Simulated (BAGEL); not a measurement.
# triplet C6H10 at 3 levels

Wanted: a comparison of 3 runs (UHF/STO-3G, UHF/3-21G, ROHF/6-31G*) of triplet C6H10. 

The results are computed with BAGEL 1.2.2.

## (1) Starting point

C6H10: 16 atoms, total charge 0, spin state triplet. As SMILES of the parent species, `C#CCCCC`. Geometry: relaxed at PBE0-D4/def2-TZVP. This is one conformer, not always the lowest. That shape belongs to the parent species and isn't relaxed for this state.

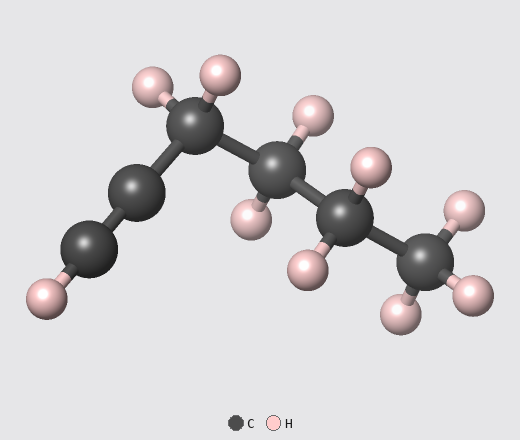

The structure, seen from a chosen angle (carbon dark grey, hydrogen pink).

## (2) The energy at UHF/STO-3G (density fitting with cc-pvqz-jkfit) (run 1)

The input, input.json:

```json
{ "bagel" : [

{
  "title" : "molecule",
  "basis" : "sto-3g",
  "df_basis" : "cc-pvqz-jkfit",
  "angstrom" : true,
  "geometry" : [
    { "atom" : "C", "xyz" : [       2.660420,       0.580700,      -1.472550 ] },
    { "atom" : "C", "xyz" : [       2.082490,      -0.099320,      -0.669140 ] },
    { "atom" : "C", "xyz" : [       1.360070,      -0.920660,       0.288130 ] },
    { "atom" : "C", "xyz" : [      -0.159670,      -0.823540,       0.141250 ] },
    { "atom" : "C", "xyz" : [      -0.706900,       0.565940,       0.416950 ] },
    { "atom" : "C", "xyz" : [      -2.214010,       0.644320,       0.249970 ] },
    { "atom" : "H", "xyz" : [       3.179340,       1.181330,      -2.181130 ] },
    { "atom" : "H", "xyz" : [       1.678260,      -1.961460,       0.169270 ] },
    { "atom" : "H", "xyz" : [       1.650900,      -0.622880,       1.302190 ] },
    { "atom" : "H", "xyz" : [      -0.616660,      -1.542860,       0.829610 ] },
    { "atom" : "H", "xyz" : [      -0.440130,      -1.135470,      -0.870290 ] },
    { "atom" : "H", "xyz" : [      -0.219970,       1.281180,      -0.253520 ] },
    { "atom" : "H", "xyz" : [      -0.430940,       0.865200,       1.435090 ] },
    { "atom" : "H", "xyz" : [      -2.510270,       0.383620,      -0.769950 ] },
    { "atom" : "H", "xyz" : [      -2.725260,      -0.045710,       0.927490 ] },
    { "atom" : "H", "xyz" : [      -2.587660,       1.649600,       0.456640 ] }
  ]
},

{ "title" : "uhf", "nopen" : 2 },

{ "title" : "print", "file" : "orbitals.molden", "orbitals" : true }

]}
```

Launch:

```bash
$ BAGEL_NUM_THREADS=1 BAGEL input.json > input.out
```

The program printed:

```text
* using 1 threads per process

  ===============================================================
  ===============================================================

  *** Geometry ***

  { "atom" : "C", "xyz" : [      5.027465,      1.097364,     -2.782716 ] },
  { "atom" : "C", "xyz" : [      3.935336,     -0.187688,     -1.264491 ] },
  { "atom" : "C", "xyz" : [      2.570160,     -1.739795,      0.544487 ] },
[... 12 lines of this table left out ...]
  { "atom" : "H", "xyz" : [     -4.889969,      3.117292,      0.862925 ] },

  Number of auxiliary basis functions:     1146

  Since a DF basis is specified, we compute 2- and 3-index integrals:
    o Being stored without compression. Storage requirement is 0.015 GB

  Number of basis functions:       40
  Number of electrons      :       46

    * METHOD: MOLECULE                             2.00

  *** Open-shell HF ***

  === Nuclear Repulsion ===
   215.6262656823

      * DIIS with orbital gradients will be used.

  === UHF iteration (sto-3g) ===
      0       -229.86427548          0.01952897           0.30
      1       -229.94978719          0.00617781           0.29
      2       -229.96126443          0.00223962           0.30
[... 46 lines of this table left out ...]
     49       -229.96533385          0.00000001           0.30
    * SCF iteration converged.

    * S^2 (UHF) is 2.0196

    * Permanent dipole moment:
           (    0.056946,     0.048485,    -0.065069) a.u.

    * METHOD: UHF                                 15.23

    * METHOD: PRINT                                0.00

  ===============================================================
```

Wall time 17 s (1 thread of Arm Neoverse V2, shared host); peak memory 0.13 GiB.

## (3) A single-point energy at UHF/3-21G (density fitting with cc-pvqz-jkfit) (run 2)

Edit input.json of step 2 so:

```diff
@@ -4,3 +4,3 @@
   "title" : "molecule",
-  "basis" : "sto-3g",
+  "basis" : "3-21g",
   "df_basis" : "cc-pvqz-jkfit",
```

Launch:

```bash
$ BAGEL_NUM_THREADS=1 BAGEL input.json > input.out
```

The program printed:

```text
* using 1 threads per process

  ===============================================================
  ===============================================================

  *** Geometry ***

  { "atom" : "C", "xyz" : [      5.027465,      1.097364,     -2.782716 ] },
  { "atom" : "C", "xyz" : [      3.935336,     -0.187688,     -1.264491 ] },
  { "atom" : "C", "xyz" : [      2.570160,     -1.739795,      0.544487 ] },
[... 12 lines of this table left out ...]
  { "atom" : "H", "xyz" : [     -4.889969,      3.117292,      0.862925 ] },

  Number of auxiliary basis functions:     1146

  Since a DF basis is specified, we compute 2- and 3-index integrals:
    o Being stored without compression. Storage requirement is 0.050 GB

  Number of basis functions:       74
  Number of electrons      :       46

    * METHOD: MOLECULE                             2.04

  *** Open-shell HF ***

  === Nuclear Repulsion ===
   215.6262656823

      * DIIS with orbital gradients will be used.

  === UHF iteration (3-21g) ===
      0       -231.29738920          0.02979730           0.59
      1       -231.43187992          0.00836752           0.59
      2       -231.45178520          0.00371453           0.59
[... 92 lines of this table left out ...]
     95       -231.45663083          0.00000001           0.59
    * SCF iteration converged.

    * S^2 (UHF) is 2.0213

    * Permanent dipole moment:
           (    0.015342,     0.069487,    -0.073330) a.u.

    * METHOD: UHF                                 57.82

    * METHOD: PRINT                                0.01

  ===============================================================
```

Run time: 60 s. Hardware: 1 thread of Arm Neoverse V2, shared host; peak memory 0.22 GiB.

## (4) The energy at ROHF/6-31G(d) (density fitting with cc-pvqz-jkfit, spherical functions) (run 3)

The input, job.json:

```json
{ "bagel" : [

{
  "title" : "molecule",
  "basis" : "6-31gs.json",
  "df_basis" : "cc-pvqz-jkfit",
  "angstrom" : true,
  "geometry" : [
    { "atom" : "C", "xyz" : [       2.660420,       0.580700,      -1.472550 ] },
    { "atom" : "C", "xyz" : [       2.082490,      -0.099320,      -0.669140 ] },
    { "atom" : "C", "xyz" : [       1.360070,      -0.920660,       0.288130 ] },
    { "atom" : "C", "xyz" : [      -0.159670,      -0.823540,       0.141250 ] },
    { "atom" : "C", "xyz" : [      -0.706900,       0.565940,       0.416950 ] },
    { "atom" : "C", "xyz" : [      -2.214010,       0.644320,       0.249970 ] },
    { "atom" : "H", "xyz" : [       3.179340,       1.181330,      -2.181130 ] },
    { "atom" : "H", "xyz" : [       1.678260,      -1.961460,       0.169270 ] },
    { "atom" : "H", "xyz" : [       1.650900,      -0.622880,       1.302190 ] },
    { "atom" : "H", "xyz" : [      -0.616660,      -1.542860,       0.829610 ] },
    { "atom" : "H", "xyz" : [      -0.440130,      -1.135470,      -0.870290 ] },
    { "atom" : "H", "xyz" : [      -0.219970,       1.281180,      -0.253520 ] },
    { "atom" : "H", "xyz" : [      -0.430940,       0.865200,       1.435090 ] },
    { "atom" : "H", "xyz" : [      -2.510270,       0.383620,      -0.769950 ] },
    { "atom" : "H", "xyz" : [      -2.725260,      -0.045710,       0.927490 ] },
    { "atom" : "H", "xyz" : [      -2.587660,       1.649600,       0.456640 ] }
  ]
},

{ "title" : "rohf", "nopen" : 2 },

{ "title" : "print", "file" : "orbitals.molden", "orbitals" : true }

]}
```

The basis set 6-31G* is read from a file made from the Basis Set Exchange's data (not shown).

Launch:

```bash
$ BAGEL_NUM_THREADS=1 BAGEL job.json > job.out
```

The program printed:

```text
* using 1 threads per process

  ===============================================================
  ===============================================================

  *** Geometry ***

  { "atom" : "C", "xyz" : [      5.027465,      1.097364,     -2.782716 ] },
  { "atom" : "C", "xyz" : [      3.935336,     -0.187688,     -1.264491 ] },
  { "atom" : "C", "xyz" : [      2.570160,     -1.739795,      0.544487 ] },
[... 12 lines of this table left out ...]
  { "atom" : "H", "xyz" : [     -4.889969,      3.117292,      0.862925 ] },

  Number of auxiliary basis functions:     1146

  Since a DF basis is specified, we compute 2- and 3-index integrals:
    o Being stored without compression. Storage requirement is 0.099 GB

  Number of basis functions:      104
  Number of electrons      :       46

    * METHOD: MOLECULE                             2.25

  *** Open-shell HF ***

  === Nuclear Repulsion ===
   215.6262656823

      * DIIS with orbital gradients will be used.

  === ROHF iteration (6-31gs.json) ===
      0       -232.53784917          0.02614831           0.90
      1       -232.70794724          0.00934697           0.88
      2       -232.73524206          0.00409694           0.88
[... 81 lines of this table left out ...]
     84       -232.74145942          0.00000001           0.88
    * SCF iteration converged.

    * S^2 (ROHF) is 2.0000

    * Permanent dipole moment:
           (   -0.015415,     0.052082,    -0.040079) a.u.

    * METHOD: ROHF                                75.56

    * METHOD: PRINT                                0.02

  ===============================================================
```

It took 78 s on 1 thread of Arm Neoverse V2, shared host; peak memory 0.32 GiB.

## (5) The series

| run | level | energy (Eh) | dipole moment (D) | ⟨S²⟩ | wall time |
| --- | --- | --- | --- | --- | --- |
| 1 | UHF/STO-3G (density fitting with cc-pvqz-jkfit) | -229.965334 | 0.25 | 2.020 | 17 s |
| 2 | UHF/3-21G (density fitting with cc-pvqz-jkfit) | -231.456631 | 0.26 | 2.021 | 60 s |
| 3 | ROHF/6-31G* (density fitting with cc-pvqz-jkfit, spherical functions) | -232.741459 | 0.17 | 2.000 | 78 s |

## (6) Outcome

| quantity | value |
| --- | --- |
| run 3: total energy | -232.74146 Eh |
| run 3: dipole moment | 0.17 D |
| run 3: ⟨S²⟩ | 2.000 |

**Reading.** The dipole moment (its size) runs from 0.17 D (ROHF/6-31G*) to 0.26 D (UHF/3-21G). The two ends differ in method and basis. In run 1 the basis is minimal, so the values are rough. All runs together took 2.6 min, the longest 78 s.
